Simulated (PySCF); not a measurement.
# H2MoO3: the SCF solver's settings

The same problem is solved with other solver options, one edit a run.

Program: PySCF 2.14.0. Level of theory: each script names its method and basis. These are calculated values, not measurements.

2 further runs of the same task are left out: 2 that didn't finish.

## Step 1: The starting structure

H2MoO3: 6 atoms, charge 0, spin multiplicity 1.

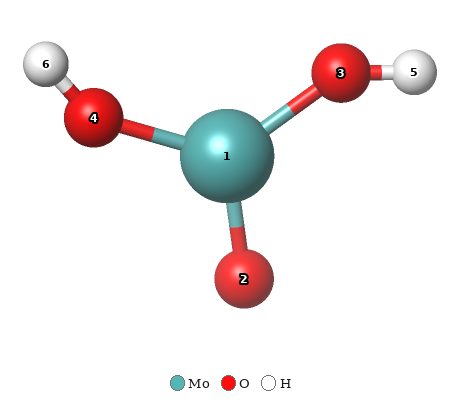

The starting geometry (molybdenum teal, oxygen red, hydrogen white); atoms are numbered from 1 in the order of the file.

Geometry (Å):

```
Mo    0.0177   -0.0032    0.0152
O     1.6560   -0.1339   -0.2696
O    -0.7012    1.6979    0.1995
O    -0.8901   -1.6094    0.1056
H    -0.4838    2.6375    0.1930
H    -1.7283   -2.0706    0.2260
```

## Step 2: The base run

Input file input.py:

```python
from pyscf import gto, scf, mp

mol = gto.M(
    atom='Mo 0.0177 -0.0032 0.0152; O 1.656 -0.1339 -0.2696; O -0.7012 1.6979 0.1995; O -0.8901 -1.6094 0.1056; H -0.4838 2.6375 0.193; H -1.7283 -2.0706 0.226',
    basis='lanl2dz',
    ecp={'Mo': 'lanl2dz'},
    charge=0,
    spin=0,
    verbose=4,
)
mf = scf.RHF(mol)
mf.kernel()
mp.MP2(mf, frozen=3).kernel()
mf.dip_moment()
print('orbital energies (hartree):', mf.mo_energy[..., max(0, mol.nelec[1]-3):mol.nelec[0]+3].round(4))
```

Launch:

```
$ OMP_NUM_THREADS=1 python input.py
```

The log of this run is left out.

Base result: E(SCF) = -292.596693 Eh, 15 cycles, E(MP2) − E(SCF) = -0.61877 Eh, μ = 3.78 D (of the SCF density).

## Step 3: Point-group symmetry on

Edit 1 changes point-group symmetry: off → on.

input.py, as its differences from that of step 2:

```diff
@@ -8,2 +8,3 @@
     spin=0,
+    symmetry=True,
     verbose=4,
```

Launch:

```
$ OMP_NUM_THREADS=1 python input.py
```

What it wrote, shortened:

```text
[lines on the frontier levels of each cycle are left out]
PySCF version 2.14.0

[INPUT] verbose = 4
[INPUT] num. atoms = 6
[INPUT] num. electrons = 40
[INPUT] charge = 0
[INPUT] spin (= nelec alpha-beta = 2S) = 0
[INPUT] symmetry True subgroup None
[INPUT] Mole.unit = angstrom
[INPUT] Symbol           X                Y                Z      unit          X                Y                Z       unit  Magmom
[INPUT]  1 Mo     0.017700000000  -0.003200000000   0.015200000000 AA    0.033448152405  -0.006047123599   0.028723837093 Bohr   0.0
[INPUT]  2 O      1.656000000000  -0.133900000000  -0.269600000000 AA    3.129386462280  -0.253034328079  -0.509470163183 Bohr   0.0
[INPUT]  3 O     -0.701200000000   1.697900000000   0.199500000000 AA   -1.325075958545   3.208565986899   0.377000361851 Bohr   0.0
[INPUT]  4 O     -0.890100000000  -1.609400000000   0.105600000000 AA   -1.682045223475  -3.041325224875   0.199555078754 Bohr   0.0
[INPUT]  5 H     -0.483800000000   2.637500000000   0.193000000000 AA   -0.914249499065   4.984152653540   0.364717142041 Bohr   0.0
[INPUT]  6 H     -1.728300000000  -2.070600000000   0.226000000000 AA   -3.266013661086  -3.912866913524   0.427078104152 Bohr   0.0

nuclear repulsion = 151.11446496776
point group symmetry = C1
symmetry origin: [0. 0. 0.]
symmetry axis x: [1. 0. 0.]
symmetry axis y: [0. 1. 0.]
symmetry axis z: [0. 0. 1.]
num. orbitals of irrep A = 53
number of shells = 26
number of NR pGTOs = 126
number of NR cGTOs = 53
basis = lanl2dz
ecp = {'Mo': 'lanl2dz'}

******** <class 'pyscf.scf.hf.RHF'> ********
method = RHF
initial guess = minao
damping factor = 0
level_shift factor = 0
DIIS = <class 'pyscf.scf.diis.CDIIS'>
diis_start_cycle = 1
diis_space = 8
diis_damp = 0
SCF conv_tol = 1e-09
SCF conv_tol_grad = None
SCF max_cycles = 50
direct_scf = True
direct_scf_tol = 1e-13
Set gradient conv threshold to 3.16228e-05
Initial guess from minao.
init E= -290.809416890255
cycle= 1 E= -290.298121436794  delta_E= 0.511  |g|= 2.11  |ddm|=    5
cycle= 2 E= -284.644686127293  delta_E= 5.65  |g|= 4.71  |ddm|= 6.69
cycle= 3 E= -292.346650530823  delta_E= -7.7  |g|= 0.917  |ddm|= 3.98
cycle= 4 E= -292.561179632928  delta_E= -0.215  |g|= 0.368  |ddm|= 0.877
cycle= 5 E= -292.591984642985  delta_E= -0.0308  |g|= 0.107  |ddm|= 0.247
cycle= 6 E= -292.59546182857  delta_E= -0.00348  |g|= 0.0473  |ddm|= 0.103
cycle= 7 E= -292.596557784485  delta_E= -0.0011  |g|= 0.0102  |ddm|= 0.0625
cycle= 8 E= -292.596667181531  delta_E= -0.000109  |g|= 0.00576  |ddm|= 0.0246
cycle= 9 E= -292.596688302017  delta_E= -2.11e-05  |g|= 0.00221  |ddm|= 0.0113
cycle= 10 E= -292.596692662489  delta_E= -4.36e-06  |g|= 0.000551  |ddm|= 0.00629
cycle= 11 E= -292.596693199311  delta_E= -5.37e-07  |g|= 0.000318  |ddm|= 0.00205
cycle= 12 E= -292.596693467172  delta_E= -2.68e-07  |g|= 0.000101  |ddm|= 0.00216
cycle= 13 E= -292.596693488193  delta_E= -2.1e-08  |g|= 3.4e-05  |ddm|= 0.0006
cycle= 14 E= -292.596693490113  delta_E= -1.92e-09  |g|= 1.29e-05  |ddm|= 0.000164
cycle= 15 E= -292.596693490459  delta_E= -3.46e-10  |g|= 9.37e-06  |ddm|= 4.8e-05
Extra cycle  E= -292.596693490602  delta_E= -1.43e-10  |g|= 8.55e-06  |ddm|= 2.52e-05
converged SCF energy = -292.596693490602

******** <class 'pyscf.mp.mp2.RMP2'> ********
nocc = 17, nmo = 50
frozen orbitals 3
E(RMP2) = -293.215464776062  E_corr = -0.618771285459351
E(SCS-RMP2) = -293.181602617633  E_corr = -0.584909127031145
E_corr(same-spin) = -0.181865094830857
E_corr(oppo-spin) = -0.436906190628494
Dipole moment(X, Y, Z, Debye): -3.47710,  1.35535,  0.63115
orbital energies (hartree): [-0.5023 -0.4971 -0.3743  0.0548  0.0594  0.0603]
```

Run time: 2 s. Hardware: 1 thread of Arm Neoverse N1, shared host.

Result: E(SCF) = -292.596693 Eh (no change), 15 cycles, E(MP2) − E(SCF) = -0.61877 Eh, μ = 3.78 D (of the SCF density).

## Step 4: Second-order solver on

Edit 2 changes second-order solver: off → on.

input.py, as its differences from that of step 2:

```diff
@@ -11,2 +11,3 @@
 mf = scf.RHF(mol)
+mf = mf.newton()
 mf.kernel()
```

Launch:

```
$ OMP_NUM_THREADS=1 python input.py
```

What it wrote:

```text
[... 7 set-up lines left out, the same as in an earlier log ...]
[INPUT] symmetry False subgroup None
[... 16 set-up lines left out, the same as in an earlier log ...]
******** <class 'pyscf.soscf.newton_ah.SecondOrderRHF'> ********
method = SecondOrderRHF
[... 12 set-up lines left out, the same as in an earlier log ...]
******** <class 'pyscf.scf.hf.RHF'> Newton solver flags ********
SCF tol = 1e-09
conv_tol_grad = None
max. SCF cycles = 50
[... 2 set-up lines left out, the same as in an earlier log ...]
max_cycle_inner = 12
max_stepsize = 0.05
ah_start_tol = 1e+09
ah_level_shift = 0
ah_conv_tol = 1e-12
ah_lindep = 1e-14
ah_start_cycle = 1
ah_max_cycle = 40
ah_grad_trust_region = 2.5
kf_interval = 4
kf_trust_region = 5
canonicalization = True
Set conv_tol_grad to 3.16228e-05
[... 1 set-up line left out, the same as in an earlier log ...]
Initial guess E= -290.298121436794  |g|= 2.11279
macro= 0  E= -292.178732302233  delta_E= -1.88061  |g|= 0.615824  3 KF 15 JK
macro= 1  E= -292.57464168471  delta_E= -0.395909  |g|= 0.323278  3 KF 17 JK
macro= 2  E= -292.596693491482  delta_E= -0.0220518  |g|= 3.32011e-05  6 KF 26 JK
macro= 3  E= -292.596693491484  delta_E= -1.7053e-12  |g|= 9.6835e-06  1 KF 2 JK
Canonicalize SCF orbitals
macro X = 4  E=-292.596693491484  |g|= 9.6835e-06  total 14 KF 65 JK
converged SCF energy = -292.596693491484

******** <class 'pyscf.mp.mp2.RMP2'> ********
nocc = 17, nmo = 50
frozen orbitals 3
E(RMP2) = -293.215464776639  E_corr = -0.618771285155517
E(SCS-RMP2) = -293.181602625273  E_corr = -0.584909133789122
E_corr(same-spin) = -0.181865086612498
E_corr(oppo-spin) = -0.436906198543019
Dipole moment(X, Y, Z, Debye): -3.47713,  1.35534,  0.63113
orbital energies (hartree): [-0.5023 -0.4971 -0.3743  0.0548  0.0594  0.0603]
```

Run time: 2.2 s. Hardware: 1 thread of Arm Neoverse N1, shared host.

This run: E(SCF) = -292.596693 Eh (no change), 4 macro-iterations, E(MP2) − E(SCF) = -0.61877 Eh, μ = 3.78 D (of the SCF density).

## Step 5: Comparison

```
                    run  E(SCF) (hartree)  from base (eV)   cycles  gap (eV)  SCF dipole (D)                            after the SCF
                   base       -292.596693               0       15     11.68            3.78  MP2 correlation -16.838 eV, core frozen
point-group symmetry on       -292.596693          0.0000       15     11.68            3.78  MP2 correlation -16.838 eV, core frozen
 second-order solver on       -292.596693          0.0000  4 macro     11.68            3.78  MP2 correlation -16.838 eV, core frozen
```

Wall time on 1 thread of Arm Neoverse N1, shared host, start-up included: base 2 s; point-group symmetry on 2 s; second-order solver on 2.2 s.

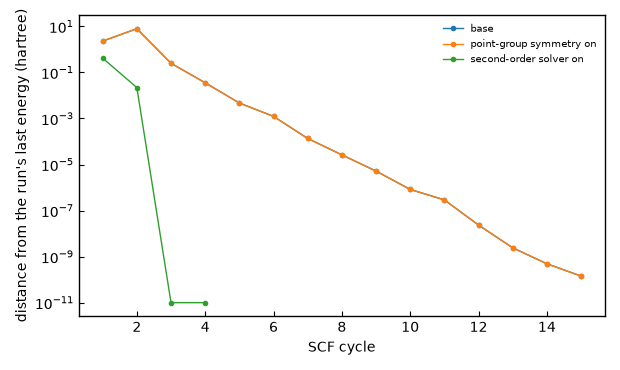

Convergence of the SCF energy, run by run.

In words: With point-group symmetry on or second-order solver on the SCF ends at the base energy.
